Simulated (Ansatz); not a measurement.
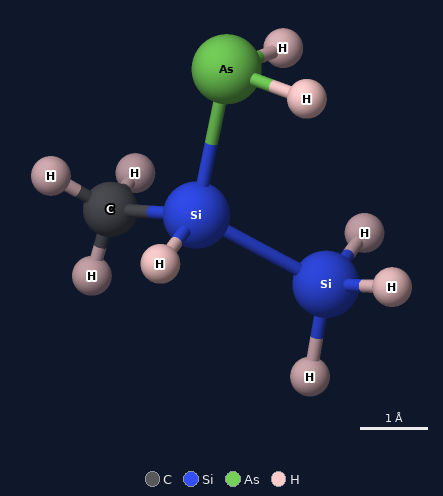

*The structure as given in the input (ball-and-stick view, seen at a tilt).*

Bond lengths as drawn: As–H 1.52 Å, As–Si 2.37 Å, C–H 1.09 Å, C–Si 1.88 Å, H–Si 1.49 Å and Si–Si 2.34 Å.

**Single-point calculation, with input and output: CH$_{9}$AsSi$_{2}$**

System: CH$_{9}$AsSi$_{2}$, SMILES C[SiH]([SiH3])[AsH2].
Method: RKS r2SCAN-D4/def2-TZVPP (Ansatz 0.2.0).

The geometry comes from this level: PBE0-D4/def2-TZVP.

## Log
```
Functional definition: r2SCAN
  name "r2SCAN"
  cite "Furness, Kaplan, Ning, Perdew & Sun, J. Phys. Chem. Lett. 11, 8208 (2020) doi:10.1021/acs.jpclett.0c02405"
  cite "Furness, Kaplan, Ning, Perdew & Sun, J. Phys. Chem. Lett. 11, 9248 (2020) doi:10.1021/acs.jpclett.0c03077"
  parent r2scan
  parameter k0 = 0.174
  parameter k1 = 0.065
  parameter a1 = 4.9479
  exchange = r2scan_x(k0 = k0, k1 = k1, a1 = a1)
  correlation = r2scan_c
1660 factors; their error is unknown
mean field evaluation 1: about -77772.0339 eV, gradient 5.6e1 eV
mean field evaluation 2: about -77765.2459 eV, gradient 6.9e1 eV
mean field evaluation 4: about -77779.2665 eV, gradient 4.2e0 eV
mean field evaluation 8: about -77779.3197 eV, gradient 1.0e-1 eV
mean field evaluation 16: about -77779.2763 eV, gradient 3.1e-4 eV
mean field -77779.27631873 eV, -2858.3356840263 hartree, gradient 8.7e-6 eV, S^2 0.000000; 0 other end points of the search recorded, 0 dependent functions left out
the calculation of the forces begins
reference -77779.27633373 eV, -2858.3356845776 hartree; 38, 38 occupied and 251, 251 virtual orbitals, 1660 factors
Total energy: -77779.35962905 eV, -2858.3387456242 hartree
Atom 0 at    -0.920220     1.588494    -0.666985 Å, force    -0.009187     0.013085    -0.000876 eV/Å
Atom 1 at    -0.564604    -0.226149    -0.338717 Å, force     0.021957    -0.030405    -0.023378 eV/Å
Atom 2 at     1.724062    -0.691797    -0.377991 Å, force     0.016085    -0.005106    -0.011135 eV/Å
Atom 3 at    -1.509322    -0.820963     1.756481 Å, force    -0.009078    -0.019067     0.044847 eV/Å
Atom 4 at    -1.994167     1.784455    -0.628661 Å, force     0.021622     0.010938    -0.003297 eV/Å
Atom 5 at    -0.430836     2.220106     0.077845 Å, force    -0.014806     0.000190    -0.020618 eV/Å
Atom 6 at    -0.553591     1.880800    -1.653744 Å, force    -0.009832     0.006538     0.020791 eV/Å
Atom 7 at    -1.258452    -1.067755    -1.356596 Å, force     0.001795     0.008339     0.010124 eV/Å
Atom 8 at     2.405005     0.097530     0.685956 Å, force    -0.005527    -0.015704    -0.019216 eV/Å
Atom 9 at     2.351743    -0.346420    -1.685145 Å, force     0.003039    -0.008024     0.021665 eV/Å
Atom 10 at     1.954423    -2.137682    -0.111751 Å, force     0.004972     0.026989    -0.004594 eV/Å
Atom 11 at    -0.798934    -2.167385     1.780469 Å, force    -0.006187     0.036311     0.004747 eV/Å
Atom 12 at    -0.384608    -0.147733     2.533636 Å, force    -0.014854    -0.024085    -0.019060 eV/Å
Dipole moment:    -0.000066     0.172952    -0.089374 e Å
```

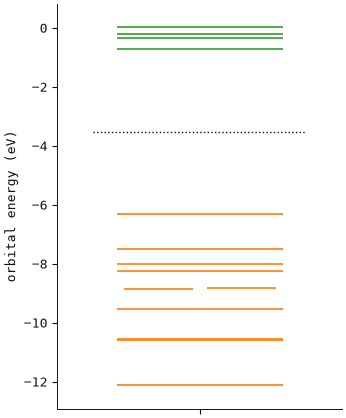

*Orbital energies near the frontier; the dotted line parts filled from empty levels, and levels within 0.02 eV of each other stand side by side.*

Highest filled −6.32 eV, lowest empty −0.71 eV, 5.61 eV apart.

The run was set up as follows.

## Input
```yaml
crystal:
  periodic: [false, false, false]
  atoms:
    - {symbol: C, position_ang: [-0.920220, 1.588494, -0.666985]}
    - {symbol: Si, position_ang: [-0.564604, -0.226149, -0.338717]}
    - {symbol: Si, position_ang: [1.724062, -0.691797, -0.377991]}
    - {symbol: As, position_ang: [-1.509322, -0.820963, 1.756481]}
    - {symbol: H, position_ang: [-1.994167, 1.784455, -0.628661]}
    - {symbol: H, position_ang: [-0.430836, 2.220106, 0.077845]}
    - {symbol: H, position_ang: [-0.553591, 1.880800, -1.653744]}
    - {symbol: H, position_ang: [-1.258452, -1.067755, -1.356596]}
    - {symbol: H, position_ang: [2.405005, 0.097530, 0.685956]}
    - {symbol: H, position_ang: [2.351743, -0.346420, -1.685145]}
    - {symbol: H, position_ang: [1.954423, -2.137682, -0.111751]}
    - {symbol: H, position_ang: [-0.798934, -2.167385, 1.780469]}
    - {symbol: H, position_ang: [-0.384608, -0.147733, 2.533636]}
basis:
  gaussian: {orbitals: def2-TZVPP}
hamiltonian: {xc: r2scan, dispersion: d4}
output: {forces: true, orbitals: {seedname: orbitals}}
```

Launch command:
```bash
ansatz run in.yaml --threads 4 --pin off --events-out ev --progress --plain --max-ram 10444MiB
```

## Key numbers

- outcome: converged
- total energy: −77779.3596 eV
- mean-field energy: −77779.2763 eV
- dispersion energy: −0.0833 eV
- SCF solution under orbital rotations: stable
- HOMO: −6.32 eV
- LUMO: −0.71 eV
- largest force (length of the vector): 0.050 eV/Å
- dipole moment: 0.94 D
- hardware: 4 threads of Arm Neoverse V2, 23 GiB of memory available, shared host
- wall time: 5.5 s (CPU time 20 s)
- peak memory: 0.48 GiB
